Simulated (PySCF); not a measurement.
System: C$_{2}$H$_{9}$BrSi$_{2}$ (SMILES C[C@H]([SiH3])[SiH2]Br).

```csv
atom,x (Å),y (Å),z (Å)
C,-1.2935,-0.8673,-0.1826
C,0.0502,-0.2026,-0.4903
Si,1.4179,-0.8493,0.6830
Si,-0.1056,1.6854,-0.4943
Br,-0.7843,2.3443,1.5133
H,-1.6287,-0.6201,0.8239
H,-2.0673,-0.5487,-0.8825
H,-1.2111,-1.9515,-0.2479
H,0.3409,-0.4864,-1.5084
H,2.6932,-0.2779,0.2421
H,1.1213,-0.4446,2.0549
H,1.4488,-2.3081,0.5759
H,-1.1462,2.1619,-1.3991
H,1.1639,2.3645,-0.7102
```

Geometry: GFN2-xTB.

Method: CAM-B3LYP/def2-SVPD, SCF density, gas phase in PySCF.

Question: What will maps of the electron density and electron localisation function show?

Answer: C–Si (1.89 Å): ρ is about 0.95 e/Å³ halfway; the ELF peaks at about 0.95 between the atoms; a covalent bond.
Si–H (1.46 Å): the density is about 0.79 e/Å³ at the midpoint; the ELF climbs to about 1 towards the hydrogen, as it does in any bond to H.

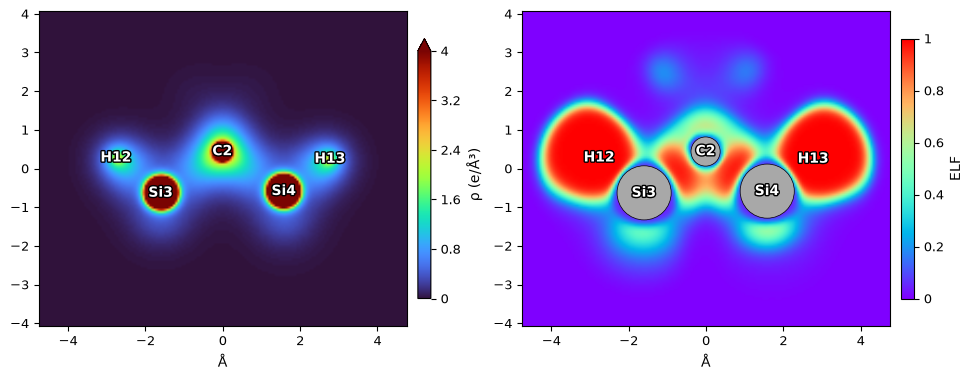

Computed electron density and electron localisation function on the plane of atoms Si3, C2 and Si4, in this order. Grey discs cover the atomic cores in the ELF map. 
